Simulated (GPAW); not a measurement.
# TiB2 (P6/mmm): the Ti K absorption edge, part 2 of 4

How does the Ti K edge of TiB2 (P6/mmm) move when the bonds are compressed or stretched?

GPAW 26.7.0; X-ray absorption from dipole matrix elements to empty bands, plane-wave PAW PBE.

So far. Step 2 (The field without a hole): The mesh shows no gap, so the system is treated as a metal and the core electron is put at the Fermi level (neutral cell).

### Step 4. Spectrum with XCH, Ti atom 1

The holes are 5.2 Å apart. In GPAW the data set carries the hole's charge, so charge=0 means a charged cell and charge=-1 a neutral one. The excited electron is kept in the cell, where it fills the lowest empty states and screens the hole. After the field has converged, empty bands are computed with the density fixed and the dipole matrix elements are summed.

The absorber has 12 B at 2.38 Å (12-fold, site symmetry 6/mmm).

Input file xas.py:

```python
import numpy as np
from ase import Atoms
from ase.parallel import parprint, paropen
from gpaw import GPAW, PW, FermiDirac, Mixer, MixerDif, setup_paths
from gpaw.test import gen
setup_paths.insert(0, '.')
gen('Ti', name='fch1s', xcname='PBE', corehole=(1, 0, 1), write_xml=True)
from gpaw.mpi import world
world.barrier()

atoms = Atoms('Ti6B12',
    cell=[[0, 5.24672831, 0],
     [-4.5438, -2.62336415, 0],
     [0, 0, 6.4568]],
    scaled_positions=[[0, 0, 0],
     [0.33333333, 0.66666667, 0],
     [0, 0, 0.5],
     [0.66666667, 0.33333333, 0],
     [0.33333333, 0.66666667, 0.5],
     [0.66666667, 0.33333333, 0.5],
     [0, 0.66666667, 0.25],
     [0.33333333, 0.33333333, 0.25],
     [0, 0.66666667, 0.75],
     [0.66666667, 0, 0.25],
     [0.33333333, 0.33333333, 0.75],
     [0.66666667, 0, 0.75],
     [0.33333333, 0, 0.25],
     [0.66666667, 0.66666667, 0.25],
     [0.33333333, 0, 0.75],
     [0, 0.33333333, 0.25],
     [0.66666667, 0.66666667, 0.75],
     [0, 0.33333333, 0.75]],
    pbc=True)
atoms.calc = calc = GPAW(legacy_gpaw=True, mode=PW(430, force_complex_dtype=True), xc='PBE', setups={0: 'fch1s'},
    kpts={'size': (5, 5, 4), 'gamma': True}, occupations=FermiDirac(0.1),
    charge=-1, mixer=Mixer(0.1, 5, 50), maxiter=150,
    convergence={'density': 0.0001, 'eigenstates': 1e-6}, txt='scf.txt')
energy = atoms.get_potential_energy() + calc.get_reference_energy()
ef = calc.get_fermi_level()
out = dict(energy=energy, fermi=ef, forces=atoms.get_forces().tolist())
parprint(f'all-electron energy {energy:.4f} eV, Fermi level {ef:.4f} eV')
ev = np.array([[calc.get_eigenvalues(k, s) for k in range(len(calc.get_ibz_k_points()))] for s in range(calc.get_number_of_spins())])
out['homo'], out['lumo'], out['counts'] = ev[ev < ef].max(), ev[ev > ef].min(), sorted(set((ev < ef).sum((0, 2)).tolist()))
out['filled'] = (ev[:, 0] < ef).sum(1).tolist()

from ase.units import Ha
from gpaw.xas import dipole_matrix_elements
nb = int(calc.get_number_of_electrons() / 2) + 125
top, nb = nb, nb + 8 + nb // 12
nscf = calc.fixed_density(kpts={'size': (7, 7, 5), 'gamma': True}, nbands=nb,
    convergence={'bands': top, 'eigenstates': 5e-3}, maxiter=60, txt='nscf.txt')
cell = atoms.cell.array
ops = [cell.T @ U.T @ np.linalg.inv(cell.T) for U in nscf.wfs.kd.symmetry.op_scc]
E = np.arange(-6, 34, 0.1)
fwhm = np.interp(E, [4, 25], [0.94, 3.5])
Y, X, zero, highest = 0, 0, 1e9, 1e9
for spin in range(nscf.get_number_of_spins()):
    wfs = nscf.wfs
    mine = wfs.bd.get_slice()  # this rank's bands
    A = dipole_matrix_elements(wfs.setups[0])
    eps = np.zeros((wfs.kd.nibzkpts, nb))
    d = np.zeros((3, A.shape[1], wfs.kd.nibzkpts, nb), complex)
    for kpt in wfs.kpt_u:
        if kpt.s == spin and 0 in kpt.P_ani:
            eps[kpt.k, mine] = kpt.eps_n * Ha
            d[:, :, kpt.k, mine] = (kpt.weight * wfs.nspins / 2) ** 0.5 * np.inner(A, kpt.P_ani[0])
    world.sum(eps)
    world.sum(d)
    T = np.einsum('amkn,bmkn->abkn', d, d.conj()).real
    T = sum(np.einsum('ai,ijkn,bj->abkn', R, T, R) for R in ops) / len(ops)
    empty = eps > ef
    zero, highest = min(zero, eps[empty].min()), min(highest, eps[:, top - 1].min())
    lines = [(eps, T, empty)] if spin == 0 else lines + [(eps, T, empty)]
for eps, T, empty in lines:
    f = np.einsum('aakn->akn', T).reshape(3, -1)
    x = eps.ravel() - zero
    w = np.interp(x, E, fwhm) / 2.35482
    g = np.exp(-0.5 * ((E[:, None] - x) / w) ** 2) / (w * (2 * np.pi) ** 0.5)
    Y = Y + (f * empty.ravel()) @ g.T
    X = X + (f * ~empty.ravel()) @ g.T
out.update(E=E.round(2).tolist(), xas=Y.tolist(), xes=X.tolist(), zero=zero, valid=highest - zero, nk=len(eps), nb=nb)
for i in range(0, len(E), 10):
    parprint(f'{E[i]:7.2f}', *(f'{v:10.3e}' for v in Y[:, i]))
import json
with paropen('out.json', 'w') as f:
    json.dump(out, f)
```

The run is started by

```bash
$ OMP_NUM_THREADS=1 mpirun -n 4 gpaw python xas.py
```

Numbers of over 12 decimals in the logs are rounded to 6 here.

What it wrote:

```text
Input parameters:
  charge: -1
  convergence: {density: 0.0001,
                eigenstates: 1e-06}
  kpts: {gamma: True,
         size: (5, 5, 4)}
  maxiter: 150
  mixer: {backend: pulay,
          beta: 0.1,
          method: separate,
          nmaxold: 5,
          weight: 50}
  mode: {ecut: 430.0,
         force_complex_dtype: True,
         name: pw}
  occupations: {fixmagmom: False,
                name: fermi-dirac,
                width: 0.1}
  setups: {0: fch1s}
  xc: PBE

Initialize ...

[... PAW data sets ...]

Reference energy: -142382.372652  # eV

Spin-paired calculation

[... convergence settings ...]
Symmetries present (total): 8
  [... symmetry matrices ...]

100 k-points: 5 x 5 x 4 Monkhorst-Pack grid + [0.000000,0.000000,1/8]
27 k-points in the irreducible part of the Brillouin zone
       k-points in crystal coordinates                weights
   0:     0.00000000    0.00000000    0.00000000          1/100
   1:     0.00000000    0.00000000    0.25000000          2/100
   2:     0.00000000    0.00000000    0.50000000          1/100
   3:     0.20000000   -0.40000000    0.00000000          2/100
   4:     0.20000000   -0.40000000    0.25000000          4/100
   5:     0.20000000   -0.40000000    0.50000000          2/100
   6:     0.20000000   -0.20000000    0.00000000          4/100
   7:     0.20000000   -0.20000000    0.25000000          8/100
   8:     0.20000000   -0.20000000    0.50000000          4/100
   9:     0.20000000    0.00000000    0.00000000          2/100
          ...
  26:     0.40000000    0.40000000    0.50000000          4/100

Wave functions: Plane wave expansion
  Cutoff energy: 430.000 eV
  Number of coefficients (min, max): 3087, 3142
  Pulay-stress correction: 0.000000 eV/Ang^3 (de/decut=0.000000)
  Using FFTW library
  Wavefunction extrapolation:
    Improved wavefunction reuse through dual PAW basis

Occupation numbers: Fermi-Dirac:
  width: 0.1000  # eV

Eigensolver
   Davidson(niter=2)

Densities:
  Coarse grid: 27*27*32 grid
  Fine grid: 54*54*64 grid
  Total Charge: 0.000000

Density mixing:
  Method: separate
  Backend: pulay
  Linear mixing parameter: 0.1
  old densities: 5
  Width of damping distribution: 1.1
  Damping of long wavelength oscillations: 50

[... Hamiltonian set-up ...]
Number of atoms: 18
Number of atomic orbitals: 126
Number of bands in calculation: 70
Number of valence electrons: 109
Bands to converge: occupied

... initialized

Initializing position-dependent things.

Density initialized from atomic densities
Creating initial wave functions:
  70 bands from LCAO basis set

                  B
         B   B   B
              Ti
       B   B
        Ti      TiB
         B       B
             BTi
       B   B
        Ti      Ti

Atomic positions and initial magnetic moments

Positions:
   0 Ti     0.000000    0.000000    0.000000    ( 0.0000,  0.0000,  0.0000)
   1 Ti    -3.029200   -0.000000    0.000000    ( 0.0000,  0.0000,  0.0000)
   2 Ti     0.000000    0.000000    3.228400    ( 0.0000,  0.0000,  0.0000)
   3 Ti    -1.514600    2.623364    0.000000    ( 0.0000,  0.0000,  0.0000)
   4 Ti    -3.029200   -0.000000    3.228400    ( 0.0000,  0.0000,  0.0000)
   5 Ti    -1.514600    2.623364    3.228400    ( 0.0000,  0.0000,  0.0000)
   6 B     -3.029200   -1.748909    1.614200    ( 0.0000,  0.0000,  0.0000)
[...]
15 B     -1.514600   -0.874455    1.614200    ( 0.0000,  0.0000,  0.0000)
  16 B     -3.029200    1.748909    4.842600    ( 0.0000,  0.0000,  0.0000)
  17 B     -1.514600   -0.874455    4.842600    ( 0.0000,  0.0000,  0.0000)

Unit cell:
           periodic     x           y           z      points  spacing
  1. axis:    yes    0.000000    5.246728    0.000000    27     0.1683
  2. axis:    yes   -4.543800   -2.623364    0.000000    27     0.1683
  3. axis:    yes    0.000000    0.000000    6.456800    32     0.2018

  Lengths:   5.246728   5.246728   6.456800
  Angles:   90.000000  90.000000 120.000000

Effective grid spacing dv^(1/3) = 0.1876

iter:   1  -177.597530
iter:   2  -159.516105   +0.01  -0.93
iter:   3  -154.268409   -0.59  -1.12
iter:   4  -156.583517   +0.15  -1.23
iter:   5  -152.207417   -0.59  -1.31
iter:   6  -152.420944   -1.10  -1.50
iter:   7  -153.577813   -0.48  -1.50
iter:   8  -153.619139   -0.89  -1.49
iter:   9  -152.112270   -1.92  -1.46
iter:  10  -151.419198   -1.43  -1.59
iter:  11  -151.090483   -1.28  -1.75
iter:  12  -151.032506   -1.21  -2.02
iter:  13  -151.067217   -1.83  -2.67
iter:  14  -151.068492c  -2.67  -2.89
iter:  15  -151.070534c  -3.25  -3.06
iter:  16  -151.069713c  -4.29  -2.92
iter:  17  -151.069513c  -3.10  -2.99
iter:  18  -151.068622c  -4.13  -3.20
iter:  19  -151.068674c  -4.69  -3.37
iter:  20  -151.068448c  -4.32  -3.47
iter:  21  -151.068445c  -5.19  -4.12c
iter:  22  -151.068450c  -5.96  -4.20c
iter:  23  -151.068448c  -5.94  -4.27c
iter:  24  -151.068457c  -5.62  -4.29c
iter:  25  -151.068455c  -6.55c -4.36c

Converged after 25 iterations.

Dipole moment: (0.000000, 0.000000, -0.000000) |e|*Ang

Energy contributions relative to reference atoms: (reference = -142382.372652)

Kinetic:       +134.724349
Potential:     -123.652304
External:        +0.000000
XC:            -161.906862
Entropy (-ST):   -0.109276
Local:           -0.178999
SIC:             +0.000000
--------------------------
Free energy:   -151.123093
Extrapolated:  -151.068455

Showing only first 2 kpts
 Kpt  Band  Eigenvalues  Occupancy
  0    52     10.83816    1.99849
  0    53     11.09322    1.98080
  0    54     11.09322    1.98080
  0    55     11.61026    0.73911

  1    52     10.48329    1.99996
  1    53     11.27479    1.88755
  1    54     11.27479    1.88755
[...]
Fermi level: 11.55685

No gap
No difference between direct/indirect transitions

Forces in eV/Ang:
  0 Ti    0.00000    0.00000    0.00000
  1 Ti   -0.00000    0.00000    0.00000
  2 Ti    0.00000    0.00000    0.00000
  3 Ti    0.00000   -0.00000    0.00000
  4 Ti   -0.00000    0.00000    0.00000
  5 Ti    0.00000   -0.00000    0.00000
  6 B    -0.08633   -0.04984   -0.12131
[...]
15 B     0.08633    0.04984   -0.12131
 16 B    -0.08634    0.04984    0.12131
 17 B     0.08633    0.04984    0.12131
Scalar-relativistic atomic PBE calculation for Ti (Titanium, Z=22)
Core hole in 1s state (1s occupation: 1.0)
600 radial gridpoints.
|------------------------------------------------|
|------------------------------------------------|
[... the atom generator's iteration count ...]

Energy contributions:
-------------------------
Kinetic:     +674.447474
XC:           -35.419629
Potential:  -1308.910167
-------------------------
Total:       -669.882321

state      eigenvalue         ekin         rmax
-----------------------------------------------
1s^1.0 :  -188.328446   241.595575        0.045
2s^2.0 :   -22.066272    44.136720        0.261
2p^6.0 :   -19.008306    43.727640        0.209
3s^2.0 :    -2.998602     9.442615        0.829
3p^6.0 :    -2.109826     8.339293        0.841
3d^2.0 :    -0.656112     5.317940        0.856
4s^2.0 :    -0.453889     1.327875        2.530
4p^0.0 :    -0.294989     0.947178        2.971
-----------------------------------------------
(units: Bohr and Hartree)

Generating PAW setup
Kinetic energy of the core from tauc = 595.323382
Cutoffs:
rc(s)=2.400
rc(p)=2.000
rc(d)=2.000
rc(vbar)=1.800
rc(comp)=2.300
rc(nct)=2.400

Kinetic energy of the core states: 592.234858
Charge: 1.0
Core electrons: 9.0
Valence electrons: 12.0
Pseudo-core charge: 0.000000
Shape function alpha=1.890
Pseudo-electron charge 5.313599
state    eigenvalue         norm
--------------------------------
3s(2) :    -2.998602     0.216592
4s(2) :    -0.453889     1.019903
3p(6) :    -2.109826     0.333325
4p(0) :    -0.294989     0.968752
3d(2) :    -0.656112     0.420330
*d    :     0.343888
--------------------------------

Diagonalizing with gridspacing h=0.050

state   all-electron     PAW
-------------------------------
3s:      -2.998602    -2.998884
3p:      -2.109826    -2.110472
3d:      -0.656112    -0.656704
*f:                   -0.028297
-------------------------------
all-electron energy -142533.4411 eV, Fermi level 11.5568 eV
[...]
31.00  3.963e-07  3.963e-07  2.975e-07
  32.00  3.594e-07  3.594e-07  3.079e-07
  33.00  3.449e-07  3.449e-07  3.057e-07
```

The job ended after 4.2 min (4 MPI ranks of Arm Neoverse V1, shared host; peak memory 0.58 GiB; 17 min of CPU time).

The Ti K spectrum, Ti atom 1, excited-electron core hole (neutral cell) (energy from the lowest empty level; intensity scaled to a mean of 1 over the first 20 eV; polarised curves are means over the symmetry-equivalent atoms):

```csv
E (eV),isotropic,ε ⊥ c,ε ∥ c
-2.0,0.00,0.00,0.00
-0.5,0.00,0.00,0.00
1.0,0.10,0.08,0.14
2.5,0.22,0.19,0.28
4.0,0.31,0.09,0.74
5.5,0.46,0.57,0.24
7.0,0.53,0.49,0.61
8.5,0.95,1.01,0.84
10.0,0.97,1.21,0.49
11.5,0.90,0.98,0.72
13.0,1.36,1.34,1.39
14.5,1.93,2.06,1.68
16.0,2.31,2.40,2.14
17.5,2.05,1.94,2.27
19.0,1.11,0.84,1.65
20.5,0.73,0.46,1.27
22.0,0.96,0.66,1.56
23.5,1.10,0.90,1.51
25.0,1.15,1.12,1.19
26.5,1.17,1.30,0.90
28.0,1.09,1.28,0.72
29.5,0.94,1.08,0.65
31.0,0.81,0.88,0.66
```

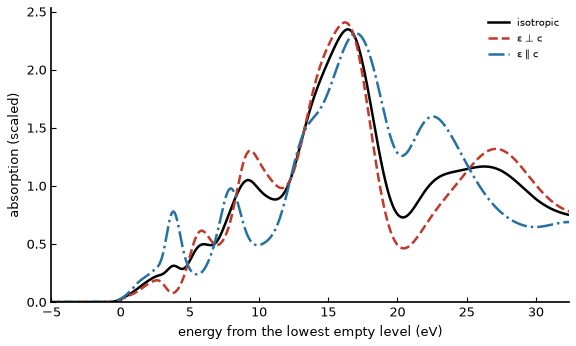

The Ti K edge, Ti atom 1, excited-electron core hole (neutral cell): main maxima at 9.2, 16.4 and 26.3 eV.

Main maxima below 30 eV (height): 9.2 eV (1.05), 16.4 eV (2.35) and 26.3 eV (1.17). A K edge sees empty p states. The first eV above the zero hold little dipole weight, as the lowest empty bands are of d character; the main edge, of 4p character, rises through 0.6 near 7 eV above the zero.

The total-energy difference is 4983.51 eV. One term is added: -22.82 eV, since the hole is spin-paired here and a spin-polarised one costs that much less in the free atom (computed apart). The photon energy is then 4960.69 eV. The tabulated edge of the element is 4966 eV. The functional leaves an error of a few eV in such absolute values.

### Step 5. Supercell without a hole, the energy reference

The cell changes for the next run, so it gets a reference energy of its own.

The cell differs from the one that the last finished run ended in (a 5.247 → 5.140 Å, b 5.247 → 5.140 Å, c 6.457 → 6.325 Å).

Input file scf.py:

```python
import numpy as np
from ase import Atoms
from ase.parallel import parprint, paropen
from gpaw import GPAW, PW, FermiDirac, Mixer, MixerDif, setup_paths
from gpaw.test import gen
setup_paths.insert(0, '.')
gen('Ti', name='nch1s', xcname='PBE', corehole=(1, 0, 0), write_xml=True)
from gpaw.mpi import world
world.barrier()

atoms = Atoms('Ti6B12',
    cell=[[0, 5.13962216, 0],
     [-4.45104336, -2.56981108, 0],
     [0, 0, 6.32499159]],
    scaled_positions=[[0, 0, 0],
     [0.33333333, 0.66666667, 0],
     [0, 0, 0.5],
     [0.66666667, 0.33333333, 0],
     [0.33333333, 0.66666667, 0.5],
     [0.66666667, 0.33333333, 0.5],
     [0, 0.66666667, 0.25],
     [0.33333333, 0.33333333, 0.25],
     [0, 0.66666667, 0.75],
     [0.66666667, 0, 0.25],
     [0.33333333, 0.33333333, 0.75],
     [0.66666667, 0, 0.75],
     [0.33333333, 0, 0.25],
     [0.66666667, 0.66666667, 0.25],
     [0.33333333, 0, 0.75],
     [0, 0.33333333, 0.25],
     [0.66666667, 0.66666667, 0.75],
     [0, 0.33333333, 0.75]],
    pbc=True)
atoms.calc = calc = GPAW(legacy_gpaw=True, mode=PW(430, force_complex_dtype=True), xc='PBE', setups={0: 'nch1s'},
    kpts={'size': (5, 5, 4), 'gamma': True}, occupations=FermiDirac(0.1),
    charge=0, mixer=Mixer(0.1, 5, 50), maxiter=150,
    convergence={'density': 0.0001, 'eigenstates': 1e-6}, txt='scf.txt')
energy = atoms.get_potential_energy() + calc.get_reference_energy()
ef = calc.get_fermi_level()
out = dict(energy=energy, fermi=ef, forces=atoms.get_forces().tolist())
parprint(f'all-electron energy {energy:.4f} eV, Fermi level {ef:.4f} eV')
ev = np.array([[calc.get_eigenvalues(k, s) for k in range(len(calc.get_ibz_k_points()))] for s in range(calc.get_number_of_spins())])
out['homo'], out['lumo'], out['counts'] = ev[ev < ef].max(), ev[ev > ef].min(), sorted(set((ev < ef).sum((0, 2)).tolist()))
out['filled'] = (ev[:, 0] < ef).sum(1).tolist()
import json
with paropen('out.json', 'w') as f:
    json.dump(out, f)
```

The run is started by

```bash
$ OMP_NUM_THREADS=1 mpirun -n 4 gpaw python scf.py
```

What it wrote:

```text
Input parameters:
  convergence: {density: 0.0001,
                eigenstates: 1e-06}
  kpts: {gamma: True,
         size: (5, 5, 4)}
  maxiter: 150
  mixer: {backend: pulay,
          beta: 0.1,
          method: separate,
          nmaxold: 5,
          weight: 50}
  mode: {ecut: 430.0,
         force_complex_dtype: True,
         name: pw}
  occupations: {fixmagmom: False,
                name: fermi-dirac,
[...]
4s(2) :    -0.164137     0.992018
3p(6) :    -1.428160     0.433832
4p(0) :    -0.053893     0.982293
3d(2) :    -0.156485     0.588344
*d    :     0.843515
--------------------------------

Diagonalizing with gridspacing h=0.050

state   all-electron     PAW
-------------------------------
3s:      -2.301366    -2.301666
3p:      -1.428160    -1.428851
3d:      -0.156485    -0.156983
*f:                    0.063889
-------------------------------
all-electron energy -147516.3899 eV, Fermi level 12.2277 eV
[key lines of the parts left out:]
Converged after 26 iterations.
Dipole moment: (-0.000000, -0.000000, 0.000000) |e|*Ang
Free energy:   -138.474494
Fermi level: 12.22769
```

Wall time 75 s (4 MPI ranks); peak memory 0.31 GiB; 5 min of CPU time.

Reference energy: -147516.390 eV with the cores included.

### Step 6. Spectrum with XCH, Ti atom 1

Shorter bonds are expected to push antibonding states and scattering resonances up, and longer ones down; the cell is scaled to test that.

Changed against the first core-hole run: volume scale from 1 to 0.94.

Edit xas.py of step 4 so:

```diff
@@ -11,5 +11,5 @@
 atoms = Atoms('Ti6B12',
-    cell=[[0, 5.24672831, 0],
-     [-4.5438, -2.62336415, 0],
-     [0, 0, 6.4568]],
+    cell=[[0, 5.13962216, 0],
+     [-4.45104336, -2.56981108, 0],
+     [0, 0, 6.32499159]],
     scaled_positions=[[0, 0, 0],
@@ -47,3 +47,3 @@
 from gpaw.xas import dipole_matrix_elements
-nb = int(calc.get_number_of_electrons() / 2) + 125
+nb = int(calc.get_number_of_electrons() / 2) + 119
 top, nb = nb, nb + 8 + nb // 12
```

The run is started by

```bash
$ OMP_NUM_THREADS=1 mpirun -n 4 gpaw python xas.py
```

What it wrote:

```text
Input parameters:
  charge: -1
  convergence: {density: 0.0001,
                eigenstates: 1e-06}
  kpts: {gamma: True,
         size: (5, 5, 4)}
  maxiter: 150
  mixer: {backend: pulay,
          beta: 0.1,
          method: separate,
          nmaxold: 5,
          weight: 50}
  mode: {ecut: 430.0,
         force_complex_dtype: True,
         name: pw}
  occupations: {fixmagmom: False,
[...]
*d    :     0.343888
--------------------------------

Diagonalizing with gridspacing h=0.050

state   all-electron     PAW
-------------------------------
3s:      -2.998602    -2.998884
3p:      -2.109826    -2.110472
3d:      -0.656112    -0.656704
*f:                   -0.028297
-------------------------------
all-electron energy -142533.0763 eV, Fermi level 12.3745 eV
[...]
32.00  4.227e-07  4.227e-07  2.956e-07
  33.00  3.763e-07  3.763e-07  3.063e-07
[key lines of the parts left out:]
Converged after 17 iterations.
Dipole moment: (-0.000000, -0.000000, 0.000000) |e|*Ang
Free energy:   -150.754032
Fermi level: 12.37454
```

Wall time 3.1 min (4 MPI ranks); peak memory 0.54 GiB; 13 min of CPU time.

```csv
E (eV),first run,this run
-2.0,0.00,0.00
-1.0,0.00,0.00
0.0,0.02,0.02
1.0,0.10,0.09
2.0,0.18,0.18
3.0,0.24,0.25
4.0,0.31,0.32
5.0,0.36,0.30
6.0,0.50,0.50
7.0,0.53,0.51
8.0,0.81,0.67
9.0,1.04,0.98
10.0,0.97,1.08
11.0,0.89,0.96
12.0,0.98,0.90
13.0,1.36,1.07
14.0,1.77,1.44
15.0,2.07,1.80
16.0,2.31,2.09
17.0,2.26,2.30
18.0,1.74,2.20
19.0,1.11,1.69
20.0,0.76,1.10
21.0,0.78,0.77
22.0,0.96,0.80
23.0,1.08,0.97
24.0,1.12,1.09
25.0,1.15,1.13
26.0,1.17,1.15
27.0,1.16,1.17
28.0,1.09,1.16
29.0,0.99,1.11
30.0,0.89,1.04
31.0,0.81,0.95
32.0,0.76,0.86
```

The scaled spectrum changes by 17 % r.m.s. A shift of +0.8 eV leaves 4 %. The highest intensity below 24 eV goes from 16.4 eV (2.35) to 17.3 eV (2.31).

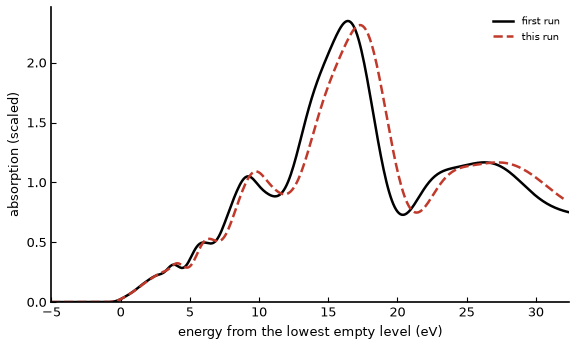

The effect of the change (volume scale from 1 to 0.94).

The photon energy of the zero moves by -0.20 eV.

[end of part 2 of 4]

[Banner, clock and machine lines of the logs are left out without a mark of their own.]

[Logs are printed without paths, hosts, clocks, repeated set-up lines and the standing remarks that a program may print on its own settings, such as how far it seeks lower states.]

[Hosts, paths, dates, database ids (printed as entryN), source tags and the programs' standing remarks are cut or masked in the printed files.]

[Lists of maxima count a maximum above −3 eV only where it reaches 4 % of the highest in the window and stands out from its surroundings by 2 % of it (1.5 % where it reaches 55 %); shoulders and weaker maxima are passed over, and of the rest the first, up to two pre-edge ones and the few strongest are named.]
